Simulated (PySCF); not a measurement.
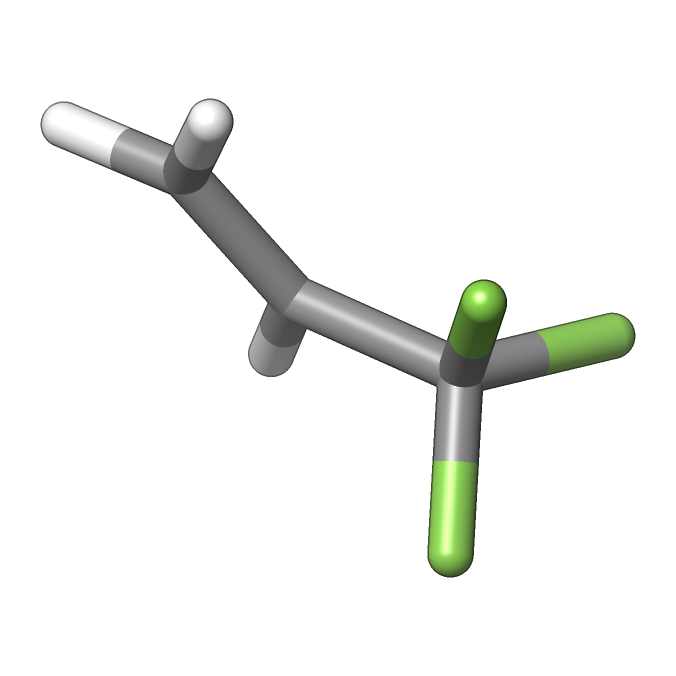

Rendered structure (stick style). Every bond is drawn as one stick, whatever its order. Colours: carbon grey, fluorine green, hydrogen white.

Computed geometry: PBE0-D3(BJ)/def2-SVP optimisation. No frequency run is at hand to confirm it as a minimum.

What does the picture show?

It has 9 atoms: 3 carbon, 3 hydrogen and 3 fluorine (C₃H₃F₃). SMILES: `C=CC(F)(F)F`. It has no ring. Among its groups: alkene, C–F bond. Coordination: 2 C trigonal planar; 1 C tetrahedral.

More results for the same structure follow; atom numbers are the same in all pictures, views and colours differ.

Levels of theory compared

No frequency run is at hand to confirm it as a minimum. Program: PySCF 2.14.0.

Tabulate HOMO energy (eV), dipole (D), HOMO–LUMO gap (eV) at these levels: B97-2/pcSseg-2; BHandHLYP/pcSseg-2; CAM-B3LYP/pcSseg-2; LC-wPBE/pcSseg-2; PBE0/6-31G; PBE0/STO-3G; PBE0/pcSseg-2; WP04/pcSseg-2; mPW1PW91/pcSseg-2; ωB97X-D/pcSseg-2.

```csv
level,HOMO energy (eV),dipole (D),HOMO–LUMO gap (eV)
B97-2/pcSseg-2,−8.50,2.37,7.55
BHandHLYP/pcSseg-2,−9.83,2.57,10.03
CAM-B3LYP/pcSseg-2,−10.17,2.48,10.41
LC-wPBE/pcSseg-2,−11.61,2.44,13.07
PBE0/6-31G,−8.71,2.67,8.13
PBE0/STO-3G,−5.95,1.14,8.67
PBE0/pcSseg-2,−8.78,2.39,7.88
WP04/pcSseg-2,−9.82,2.56,6.77
mPW1PW91/pcSseg-2,−8.79,2.39,7.89
ωB97X-D/pcSseg-2,−10.66,2.39,11.62
```

Charges

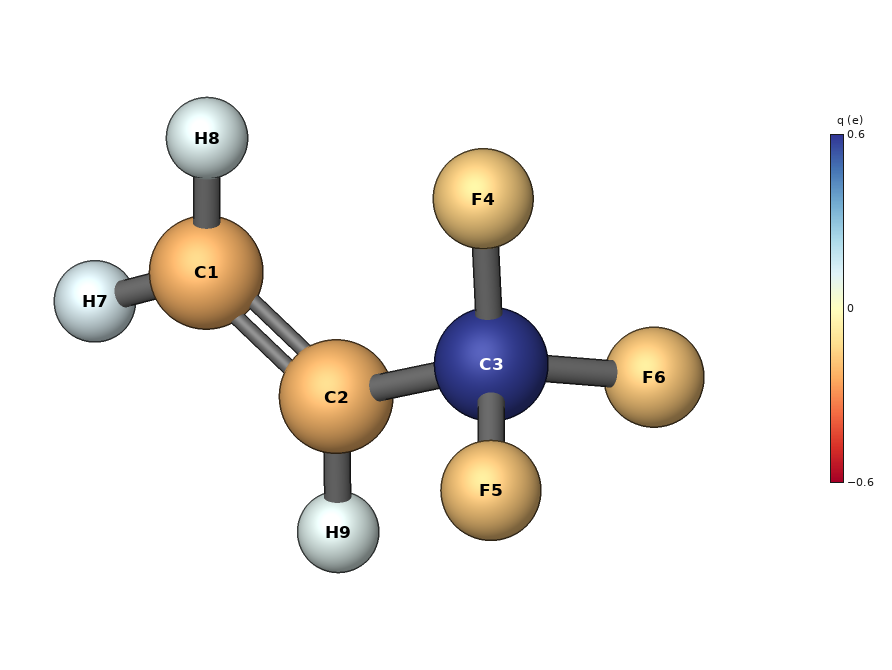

Atoms are coloured by their ESP-fitted charges. No frequency run is at hand to confirm it as a minimum. Properties computed with PBE0/STO-3G, gas phase (PySCF 2.14.0).

**Which atom carries the highest charge (most positive or least negative)?**

C3 (0.59 e).

**And the lowest?**

C1 (−0.22 e).

List the ESP-fitted charges.

```
atom  value (e)
  C1      −0.22
  C2      −0.21
  C3       0.59
  F4      −0.15
  F5      −0.17
  F6      −0.17
  H7       0.12
  H8       0.11
  H9       0.11
```

NMR shielding

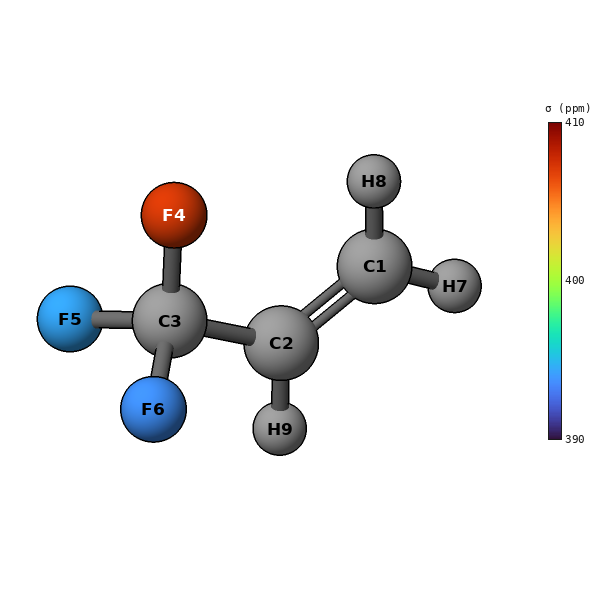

Atoms are coloured by their isotropic NMR shieldings (F only, the others grey). No frequency run is at hand to confirm it as a minimum. Level of theory: GIAO PBE0/STO-3G NMR shielding, non-relativistic, gas phase (PySCF 2.14.0).

List the isotropic NMR shieldings of the F atoms.

```csv
atom,σ (ppm)
F4,407.0
F5,394.4
F6,393.8
```

Bond orders

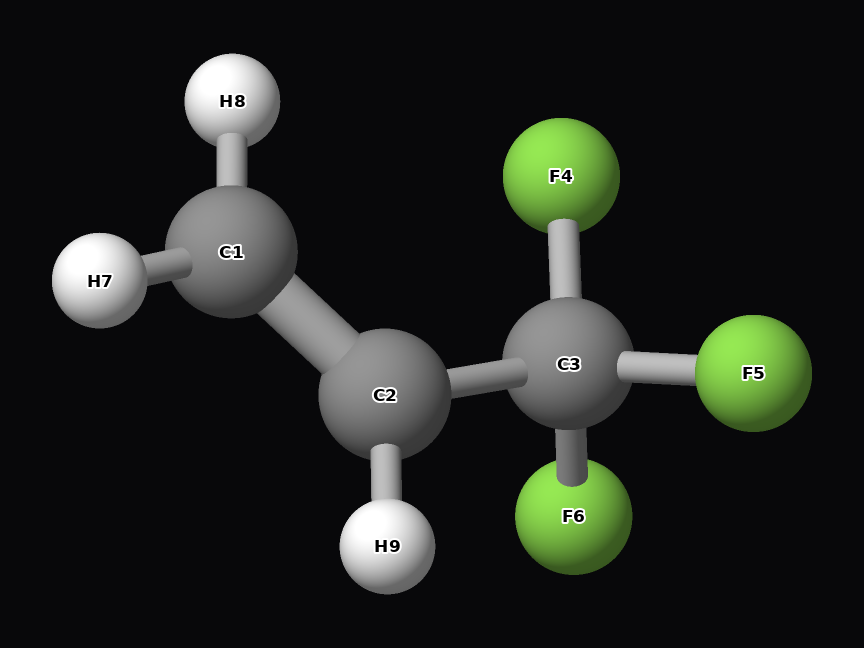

The thickness of each stick grows with its Mayer bond order. No frequency run is at hand to confirm it as a minimum. Computed with PBE0/STO-3G (PySCF 2.14.0).

List the Mayer bond orders of C1–C2, C1–H7, C1–H8, C2–C3, C2–H9, C3–F4, C3–F5 (one bond of each equivalent set).

| bond | Mayer order | length (Å) |
| --- | --- | --- |
| C1–C2 | 1.97 | 1.329 |
| C1–H7 | 0.97 | 1.092 |
| C1–H8 | 0.96 | 1.093 |
| C2–C3 | 0.92 | 1.495 |
| C2–H9 | 0.96 | 1.094 |
| C3–F4 | 0.99 | 1.334 |
| C3–F5 | 0.98 | 1.338 |
